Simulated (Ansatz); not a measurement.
```yaml
atoms:
  - { symbol: Si, position_ang: [-1.2774, 1.5388, 0.7781] }
  - { symbol: Si, position_ang: [0.0272, 0.3127, -0.5529] }
  - { symbol: Si, position_ang: [-0.8711, -1.7149, -0.7960] }
  - { symbol: Si, position_ang: [2.0431, 0.1113, 0.3808] }
  - { symbol: Cl, position_ang: [3.2592, -1.0694, -0.8476] }
  - { symbol: H, position_ang: [-1.3904, 0.8766, 2.0859] }
  - { symbol: H, position_ang: [-2.6109, 1.6642, 0.1717] }
  - { symbol: H, position_ang: [-0.6818, 2.8719, 0.9500] }
  - { symbol: H, position_ang: [0.1510, 0.9622, -1.8659] }
  - { symbol: H, position_ang: [-0.0039, -2.5296, -1.6598] }
  - { symbol: H, position_ang: [-2.2033, -1.5882, -1.4048] }
  - { symbol: H, position_ang: [-0.9894, -2.3513, 0.5241] }
  - { symbol: H, position_ang: [2.6435, 1.4440, 0.5390] }
  - { symbol: H, position_ang: [1.9042, -0.5284, 1.6973] }
```

Not at a stationary point (largest force 1.0 eV/Å).

All numbers below come from SCF B3LYP, Gaussian basis in Ansatz 0.2.0.

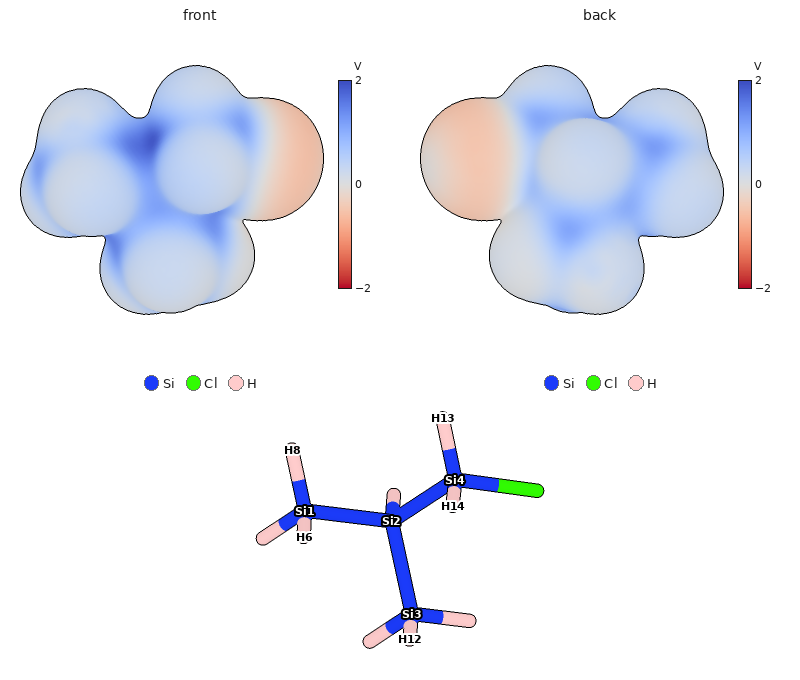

ClH₉Si₄ (SMILES [SiH3][SiH]([SiH3])[SiH2]Cl). The molecular electrostatic potential painted on the density surface at 0.002 e/bohr³, seen from the front and from behind; red is negative and blue positive. The bare structure is drawn below in the same view.

Q: Describe the electrostatic potential map.

A: The most negative region (about −0.5 V) lies over Cl5, the most positive (about +1.7 V) over Si1 and Si4.
